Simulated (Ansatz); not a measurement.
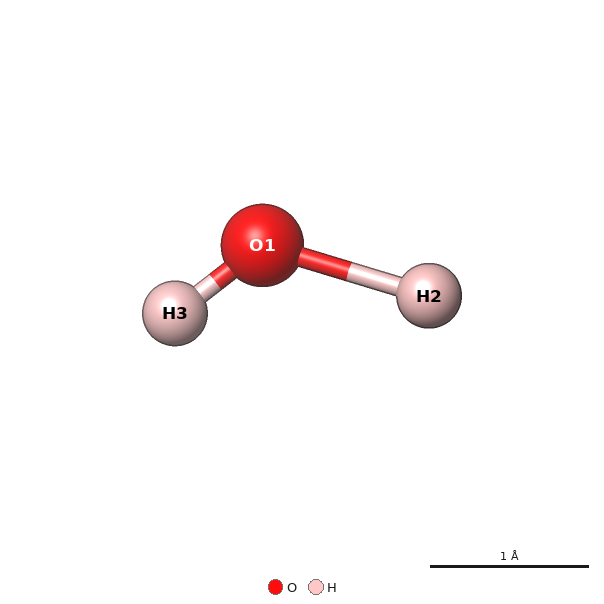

Figure made from data computed with Ansatz.

Orthographic view. Depth is shown by fading: the farther an atom, the more it takes the colour of the background. Geometry: a fixed input geometry, not necessarily a minimum.

Give the geometry as a Z-matrix, atoms in numerical order, with these reference atoms: 2 to 1; 3 to 1, 2.

```
O  
H    1   1.120
H    1   0.705   2   124.4
```
